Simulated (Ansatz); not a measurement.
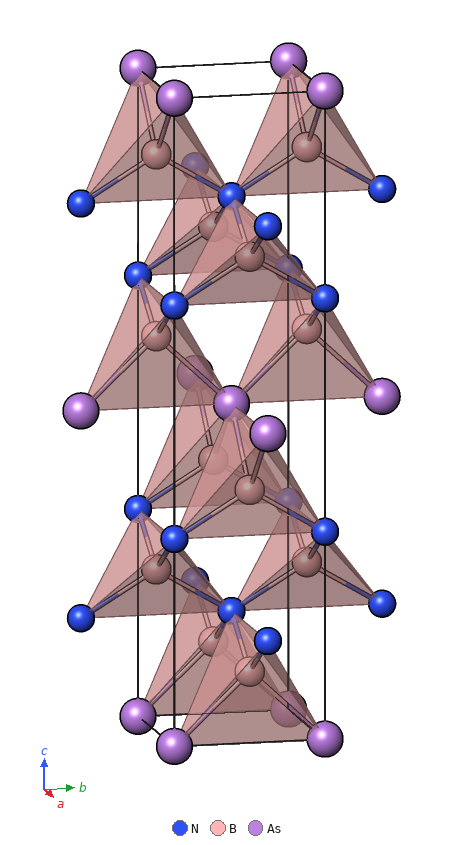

Structure drawing (polyhedral), viewed slightly off an axis. The edges of the conventional unit cell are marked. Some atoms of the next cells are drawn as well.

B$_{3}$AsN$_{2}$, space group I-4m2 (No. 119), a = 2.842 Å, b = 2.842 Å, c = 12.134 Å, α = 90.00°, β = 90.00°, γ = 90.00°. The starting point was a structure type filled with these elements by a generator (whether the compound takes this form wasn't checked). Earlier steps of the study, as a rule a relaxation of our own, may have changed the cell and positions, so they can lie some per cent off the listed ones. It was run through Ansatz as a DFT input.

This one geometry was computed with Ansatz (DFT, plane waves, PAW) at five levels of theory: PBE0, PBE, PBE with spin-orbit coupling, r2SCAN and HSE06. It was relaxed beforehand with r2SCAN.

Which level gives the highest pressure at this volume, and what does that say about its equilibrium volume?

Highest: PBE (3.1 GPa) and PBE with spin-orbit coupling (3.1 GPa), which points to the largest equilibrium volume. Lowest, with the smallest volume: PBE0 (-2.9 GPa) and HSE06 (-3.0 GPa). Levels within 0.5 GPa of each other can't be told apart.

How does the band gap change with the level of theory?

PBE with spin-orbit coupling: a gap of 0.88 eV, indirect; PBE: a gap of 0.88 eV, indirect; r2SCAN: a gap of 1.19 eV, indirect; HSE06: a gap of 1.70 eV, indirect; PBE0: a gap of 2.43 eV, indirect.

Collect the results in a table.

| level | cutoff (eV) | k-mesh of the run's cell | gap (eV) | pressure (GPa) |
| --- | --- | --- | --- | --- |
| PBE0 | 420 | 8×8×8 | 2.43 | -2.9 |
| PBE | 420 | 12×12×12 | 0.88 | 3.1 |
| PBE with spin-orbit coupling | 420 | 12×12×12 | 0.88 | 3.1 |
| r2SCAN | 500 | 12×12×12 | 1.19 | 0.0 |
| HSE06 | 420 | 8×8×8 | 1.70 | -3.0 |

Gaps are taken on the k-mesh or band path of each run.
